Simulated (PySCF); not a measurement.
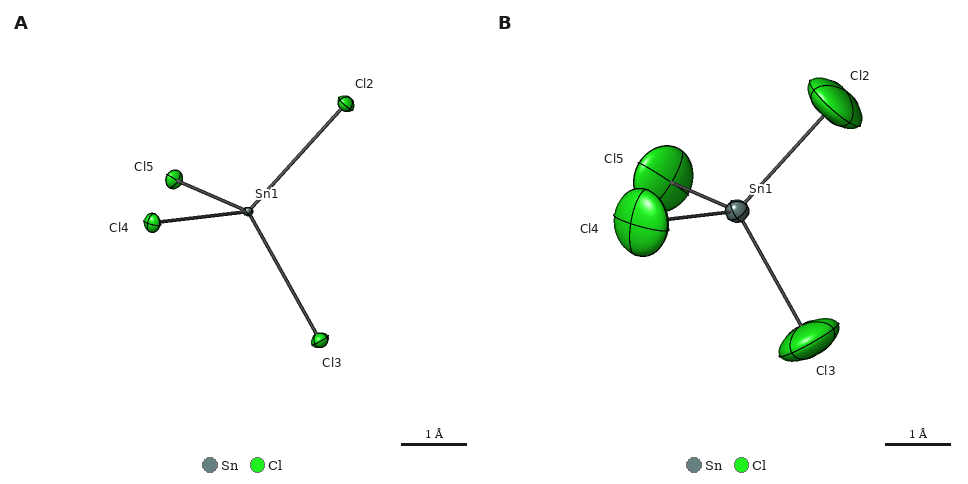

Displacement ellipsoids at the 50 % level, scaled by 2, from the internal vibrations of the free molecule (harmonic, no overall translation or rotation; no half-axis is drawn under 0.075 Å). Vibrations computed with RKS-based PBE, Sn def2-TZVP with ECP28, Cl def2-TZVP; scalar-relativistic core potentials; density fitting (PySCF 2.14.0). One panel is for 0 K (zero-point motion alone), the other for 900 K.

Question: Which panel is for 900 K?

Answer: B.

Question: How much does the mean-square displacement of Cl2 grow, and why?

Answer: U_eq goes from 0.0020 to 0.0217 Å², a factor of 10.9. Modes below kT (626 cm⁻¹ at 900 K) grow about in proportion to T, and the lowest lies at 90 cm⁻¹; the mean-square amplitude of a mode is its zero-point value times coth(ħω/2kT), which comes close to 1 only above about 3kT.
